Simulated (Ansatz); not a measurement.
Cost and result by functional for the adsorption energy of SiH3 on the 1x1 (110) surface of zinc-blende InP (cut with top plane In + P), one in a 2x1 cell, started at the site 'hollow P', in Ansatz (plane waves, PAW). Single points on the PBE structure, on one kind of machine; costs are rough ratios of the slab run's core time (references not counted) to the cheapest single point. r2SCAN's cost holds its higher cutoff (500 against 420 eV). Differences are taken against r2SCAN for comparison alone: no measured value is at hand, so the table doesn't rank accuracy. The points keep PBE's geometry, so the relaxation of a polaron and the settling of charge on one site are left out.

Host crystal: zinc-blende InP, with a band gap (PBE, scalar-relativistic without spin-orbit coupling).

Model: 24-atom slab, 8.9 Å thick at the start under the adsorbate (thin: gaps and levels are the slab's own), 3x4x1 mesh, Fermi-Dirac 0.01 eV, dipole correction, 8 atoms held, the rest relaxed; no symmetry held; spin-polarised, ending with about 0.8 μB a cell, a value that depends on the mesh; orders that need a larger cell were not tried, no spin-orbit, no U, no dispersion correction. The slab shows no gap over 0.04 eV on its mesh. At the end it is bonded to P. In PBE it is, or lies within 0.03 eV of, the lowest of the starts that converged. These notes are the PBE run's. r2SCAN: The program's check for a lower electronic state was not made. Adsorption energies are against SiH4(g) − ½ H2(g). A negative adsorption energy means that the adsorbate is more stable on the surface than in its reference.

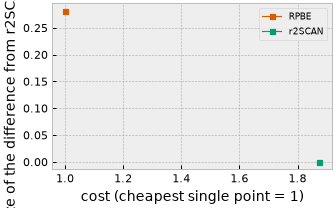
Fig. 1. Difference from r2SCAN against cost

```json
[
 {"functional": "RPBE", "relative cost": "1", "adsorption energy (eV)": "0.21", "less r2SCAN (eV)": "0.28"},
 {"functional": "r2SCAN", "relative cost": "2", "adsorption energy (eV)": "-0.07", "less r2SCAN (eV)": "0.00"},
 {"functional": "PBE (the relaxed run's value)", "relative cost": "–", "adsorption energy (eV)": "0.05", "less r2SCAN (eV)": "0.12"}
]
```

The values span 0.28 eV, while the single points' costs differ by a factor of roughly 2. Differences are of unrounded values.

Ansatz is an electronic-structure program.
